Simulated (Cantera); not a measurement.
Feed: 1 mol Si2H6, 1.5 mol N2O, a varied amount of H2, equilibrated at 1475 °C and 0.00570 bar.

These are equilibrium values from Cantera (NASA tables, ideal gas, pure condensed phases), not measurements of a reactor. Candidate condensed phases: H2O, Si, SiO2, Si2N2O, Si3N4; 35 gas species. The feed counts by its element totals alone. Mutual solubility and eutectic melting of coexisting phases are not modelled. Gases not in the tables: Si2H6 and higher silanes. The numbers say what is thermodynamically allowed, not how fast it happens.

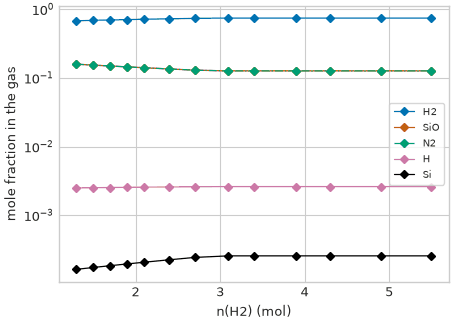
Equilibrium gas composition (values under 1e-9 drawn at 1e-9)

**Question.** Read off the mole fractions at 2.1 mol H2.

**Answer.** H2 about 0.72, SiO about 0.14, N2 about 0.14, H about 0.0026, Si about 0.00021.
